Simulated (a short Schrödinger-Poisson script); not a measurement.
Structure: gated In0.52Al0.48As/In0.53Ga0.47As modulation-doped gas in a quantum well, at 300 K.

```
layer        material  thickness (nm)  Nd (cm⁻³)  Na (cm⁻³)
-----  --------------  --------------  ---------  ---------
1      In0.52Al0.48As              15          -          -
2      In0.52Al0.48As              20     1.5e18          -
3      In0.52Al0.48As              10          -          -
4      In0.53Ga0.47As               8          -          -
5      In0.52Al0.48As            4000          -       1e15
```

The device is made up for the run: typed textbook-type constants, with dimensions and the other settings drawn at random. In0.52Al0.48As: permittivity 12.5, conduction-band edge (eV) 0.52, gap (eV) 1.45, electron mass (mₑ) 0.075, Nv at 300 K (cm⁻³) 1.1e19. In0.53Ga0.47As: permittivity 13.9, conduction-band edge (eV) 0, gap (eV) 0.74, Nv at 300 K (cm⁻³) 7.7e18.

Channel valleys (confinement mass, in-plane density-of-states mass, number): Γ 0.041, 0.041, 1. At the gate the conduction-band edge of layer 1 lies 0.65 eV − eVg above the Fermi level of the channel; the field vanishes at the back. Donor level 0.05 eV below the band edge. The barrier under the gate holds no holes. Gaps are held at their typed values at every temperature. Mesh 0.08 nm at interfaces.

From a short Schrödinger-Poisson script (our own, NumPy): 1D Poisson equation in equilibrium, electrons quantum, Hartree (BenDaniel-Duke, 40 states a valley, the channel's in-plane mass for all, wave functions free to enter the barrier), parabolic valleys, classical holes, donors ionised by Fermi statistics, acceptors fully, no traps, pinning or gate leakage.

Only gate voltages with over 1e8 electrons/cm² are shown.

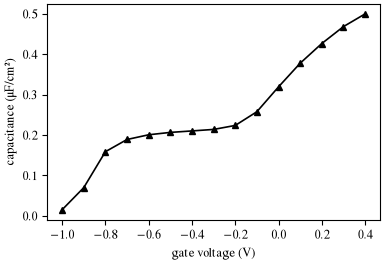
Figure: Quasi-static capacitance against gate voltage

```csv
Vg (V),electrons (cm⁻²),in the channel layer,C (μF/cm²),Γ E0 (meV),Γ E1 (meV)
0.4,1.18e12,1.11e12,0.500,-65.2,83.0
0.3,1.15e12,1.09e12,0.468,-64.2,95.4
0.2,1.12e12,1.07e12,0.426,-62.9,109.0
0.1,1.09e12,1.04e12,0.377,-60.8,125.8
0,1.03e12,9.88e11,0.319,-57.4,145.6
-0.1,9.45e11,9.06e11,0.257,-51.8,151.4
-0.2,8.29e11,7.95e11,0.223,-44.0,159.7
-0.3,7.00e11,6.73e11,0.214,-34.9,169.3
-0.4,5.70e11,5.48e11,0.210,-24.9,179.8
-0.5,4.41e11,4.24e11,0.206,-13.8,191.4
-0.6,3.15e11,3.03e11,0.200,-0.9,204.9
-0.7,1.94e11,1.87e11,0.189,15.5,221.8
-0.8,8.55e10,8.23e10,0.159,40.0,246.8
-0.9,1.42e10,1.36e10,0.0695,88.6,295.7
-1,5.16e8,4.97e8,0.0148,174.6,381.8
```

Subbands count from the Fermi level.
